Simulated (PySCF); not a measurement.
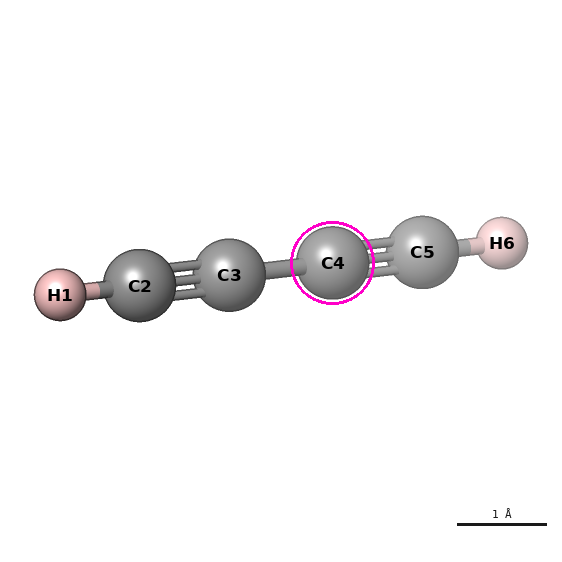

Source: calculation with PySCF.

Orthographic view. Atoms fade into the background with distance from the viewer. Geometry: a fixed input geometry, not necessarily a minimum.

Question: Name the neighbours of the circled atom.

Answer: The circled atom is C4; it is bonded to C3, C5.

Question: What is the shortest path along bonds from the circled atom to H1?

Answer: C4–C3–C2–H1, 3 bonds; through space the two are 3.64 Å apart.

Question: Which two atoms are farthest apart in space?

Answer: H1 and H6, 5.90 Å.

Question: Which atom is farthest from the viewer?

Answer: H6, 1.5 Å behind the mean position.
